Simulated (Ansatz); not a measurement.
C3H3F3 (SMILES C=C(F)C(F)F)

The calculation's input:

```
crystal:
  periodic: [false, false, false]
  atoms:
    - {symbol: C, position_ang: [-0.073063, -1.384098, 0.326146]}
    - {symbol: C, position_ang: [0.337545, -0.136217, 0.401419]}
    - {symbol: F, position_ang: [1.225442, 0.273479, 1.312698]}
    - {symbol: C, position_ang: [-0.071083, 1.001365, -0.483591]}
    - {symbol: F, position_ang: [-0.903517, 0.568737, -1.452554]}
    - {symbol: F, position_ang: [-0.726224, 1.938553, 0.245086]}
    - {symbol: H, position_ang: [-0.788828, -1.663514, -0.432648]}
    - {symbol: H, position_ang: [0.294536, -2.131244, 1.016496]}
    - {symbol: H, position_ang: [0.793691, 1.486737, -0.950152]}
basis:
  gaussian: {orbitals: def2-TZVPP}
hamiltonian: {xc: pbe0, dispersion: d4}
output: {orbitals: {seedname: orbitals}}
```

Run with:

```sh
ansatz run in.yaml --threads 4 --pin off --events-out ev --progress --plain --max-ram 10444MiB
```

Geometry: PBE0-D4/def2-TZVP.

Method: RKS PBE0-D4/def2-TZVPP in Ansatz 0.2.0.

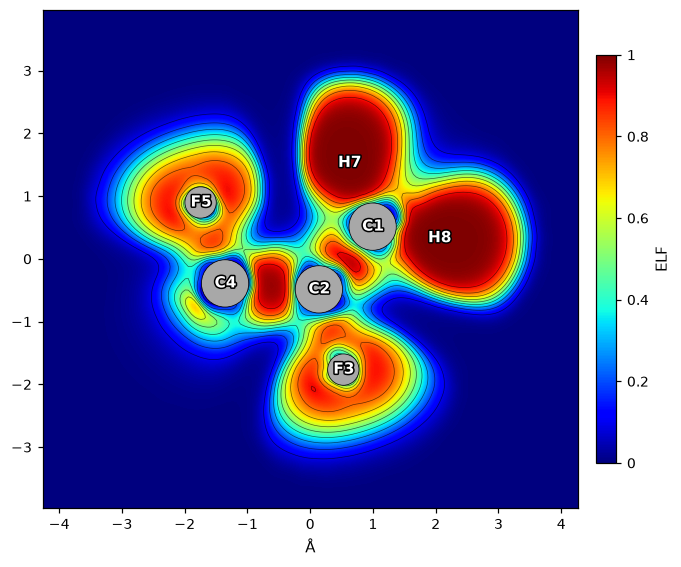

Figure 1. ELF on the plane of atoms C1, C2 and C4. Grey discs cover the atomic cores.

Q: What does the map show?

A:
- The plane passes through C, F and H nuclei.
- C–C (1.32 Å): the ELF peaks at about 0.95 between the atoms (a short, multiple covalent bond).
- C–F (1.34 Å): the ELF peaks at about 0.85 between the atoms; a shared but strongly polarised pair.
- C–H (1.08 Å): the ELF climbs to about 1 towards the hydrogen, as it does in any bond to H: an ordinary covalent bond to hydrogen.
- C–C (1.50 Å): the ELF peaks at about 1 between the atoms, as expected for localised, covalent bonding.
- The ELF also peaks beside F3 and F5, away from the bonds: lone-pair regions.

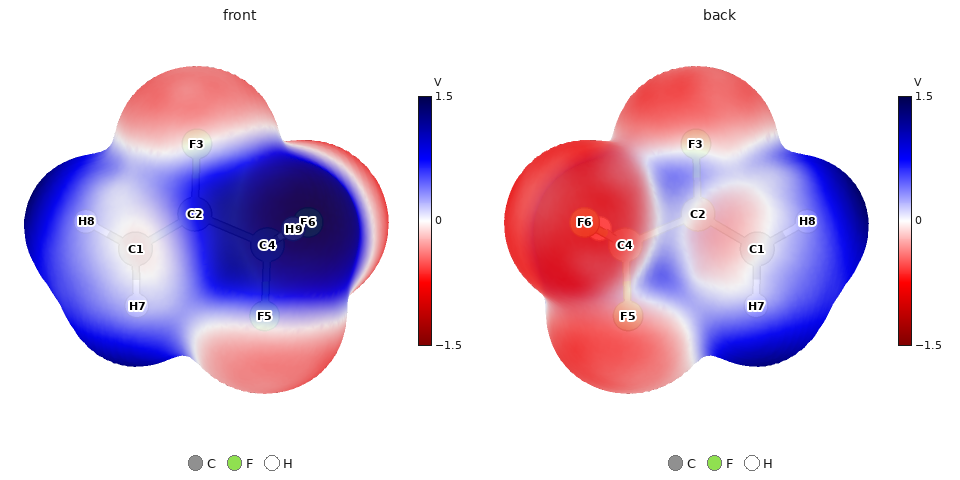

Figure 2. The electrostatic potential painted on the density surface at 0.002 e/bohr³, seen from the front and from behind; red is negative and blue positive.

Q: Describe the electrostatic potential map.

A: The most negative region (about −0.7 V, or −16 kcal/mol for a unit charge) lies over F6, the most positive (about +1.5 V, or +35 kcal/mol for a unit charge) over H9.

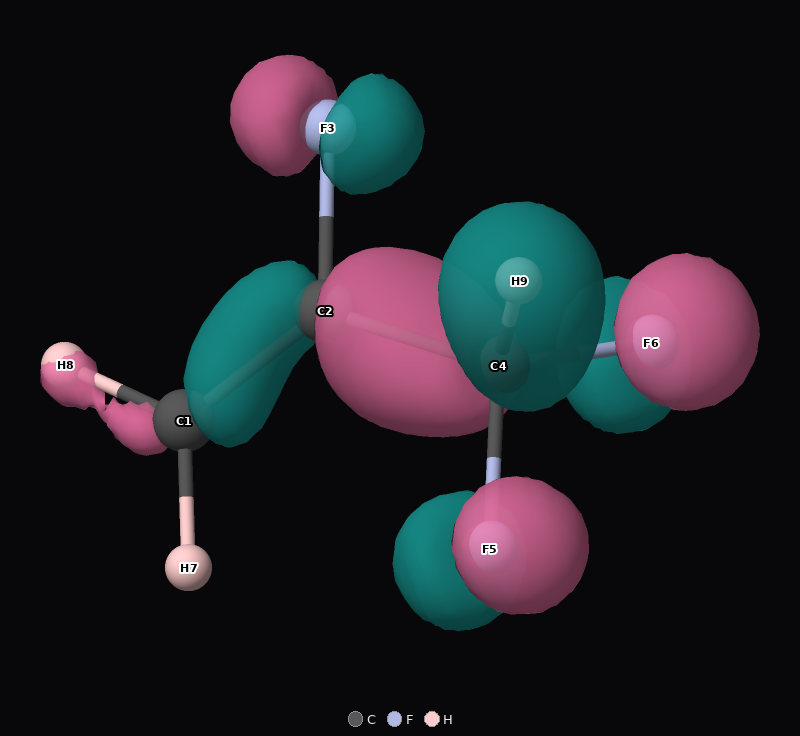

Figure 3. The HOMO−1 at ±0.2 Å⁻³ᐟ² (teal and pink are the two phases), seen at an oblique angle.

Q: Where does this orbital lie, and at what energy?

A: It lies mainly on F6 (about 25 %), C4 (about 20 %), F5 (about 15 %), C2 (about 15 %), H9 (about 10 %) and F3 (about 10 %). Its energy is −10.08 eV.
